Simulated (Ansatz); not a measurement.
**U-revPBE/aug-cc-pVDZ run of C2H3Si (SMILES C#C[SiH2])**

What is the electronic atomisation energy of C2H3Si at U-revPBE/aug-cc-pVDZ? 

The results are computed with Ansatz 0.2.0.

39 further runs of the same task are left out: 39 set aside as unsound or not needed. Runs told in other sessions of the task aren't counted.

### 1 The molecule

The species is C2H3Si (6 atoms), meant as a doublet with charge 0. SMILES: `C#C[SiH2]`. The shape is that of a PBE0-D4/def2-TZVP optimisation.

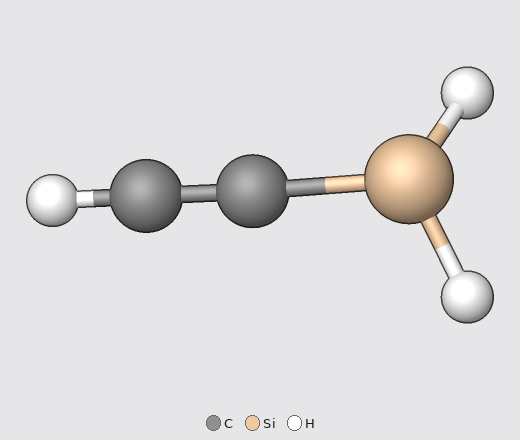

The structure, seen from a chosen angle (carbon grey, silicon light orange, hydrogen white).

### 2 A single-point energy at U-revPBE/aug-cc-pVDZ

The input, in.yaml:

```yaml
crystal:
  periodic: [false, false, false]
  atoms:
    - {symbol: C, position_ang: [1.019700, -1.302300, 0.535000]}
    - {symbol: C, position_ang: [0.376000, -0.354500, 0.145700]}
    - {symbol: Si, position_ang: [-0.444500, 1.136900, -0.449500]}
    - {symbol: H, position_ang: [1.575400, -2.144400, 0.879400]}
    - {symbol: H, position_ang: [-1.137600, 0.894600, -1.738800]}
    - {symbol: H, position_ang: [-1.346900, 1.705600, 0.581800]}
basis:
  gaussian:
    orbitals: aug-cc-pVDZ
output: {orbitals: {seedname: orbitals}}
accuracy: high
hamiltonian:
  xc: {name: revPBE}
magnetization:
  spin_polarized: true
  initial_magnetization: 1
```

The run is started by

```
$ ansatz run in.yaml --threads 1 --pin off --max-ram 2610MiB --events-out events.jsonl --progress --plain --runs-dir runs
```

What it wrote:

```text
Warning: RAYON_NUM_THREADS=1 ignored (pool sized by the plan → 1); use --threads N
Functional definition: revPBE
  name "revPBE"
  parameter kappa = 1.245
  parameter beta = 0.06672455060314922
  exchange = pbe_x(kappa = kappa, mu = beta*pi^2/3)
  correlation = pbe_c(beta = beta)
1869 factors; integrals over basis functions are off by at most 3.6e-9 eV
mean field evaluation 1: about -9983.6499 eV, gradient 4.2e1 eV
mean field evaluation 2: about -9874.7128 eV, gradient 1.1e2 eV
mean field evaluation 4: about -9990.3313 eV, gradient 2.9e1 eV
mean field evaluation 8: about -9995.1794 eV, gradient 1.8e-1 eV
mean field evaluation 16: about -9995.1797 eV, gradient 5.5e-5 eV
mean field -9995.17969815 eV, -367.3160789309 hartree, gradient 4.7e-8 eV, S^2 0.754889; 0 other end points of the search recorded, 0 dependent functions left out
reference -9995.17970784 eV, -367.3160792869 hartree; 15, 14 occupied and 85, 86 virtual orbitals, 1869 factors
Total energy: -9995.17970784 eV, -367.3160792869 hartree
```

Run time: 3.6 s. Hardware: 1 thread of AMD EPYC 9R45 (Zen 5), shared host; peak memory 0.31 GiB.

### 3 The C atom

The input, job.yaml:

```yaml
crystal:
  periodic: [false, false, false]
  atoms:
    - {symbol: C, position_ang: [0.000000, 0.000000, 0.000000]}
basis:
  gaussian:
    orbitals: aug-cc-pVDZ
hamiltonian:
  xc: {name: revPBE}
accuracy: high
magnetization:
  spin_polarized: true
  initial_magnetization: 2
```

Run the same way, it converges to -37.84106 Eh (log not shown).

### 4 The H atom

The input, in.yaml:

```yaml
crystal:
  periodic: [false, false, false]
  atoms:
    - symbol: H
      position_ang: [0.000000, 0.000000, 0.000000]
basis:
  gaussian:
    orbitals: aug-cc-pVDZ
magnetization:
  spin_polarized: true
  initial_magnetization: 1
hamiltonian:
  xc: {name: revPBE}
accuracy: high
```

Run the same way, it converges to -0.50379 Eh (log not shown).

### 5 The Si atom

The input, job.yaml:

```yaml
crystal:
  periodic: [false, false, false]
  atoms:
    - {symbol: Si, position_ang: [0.000000, 0.000000, 0.000000]}
basis:
  gaussian: {orbitals: aug-cc-pVDZ}
magnetization: {spin_polarized: true, initial_magnetization: 2}
hamiltonian: {xc: {name: revPBE}}
accuracy: high
```

Run the same way, it converges to -289.31319 Eh (log not shown).

### 6 Summary of results

Level: U-revPBE/aug-cc-pVDZ.

| quantity | value |
| --- | --- |
| molecule: total energy | -367.31608 Eh |
| molecule: HOMO energy (highest over α and β) | -5.15 eV |
| molecule: LUMO energy (lowest over α and β) | -3.52 eV |
| molecule: ⟨S²⟩ | 0.755 |
| C atom: total energy | -37.84106 Eh |
| C atom: ⟨S²⟩ | 2.003 |
| H atom: total energy | -0.50379 Eh |
| H atom: ⟨S²⟩ | 0.750 |
| Si atom: total energy | -289.31319 Eh |
| Si atom: ⟨S²⟩ | 2.004 |
| electronic atomisation energy | 22.025 eV |

Taking the molecule apart into free atoms costs 22.02 eV (2125 kJ/mol), before zero-point energy and without spin-orbit coupling.
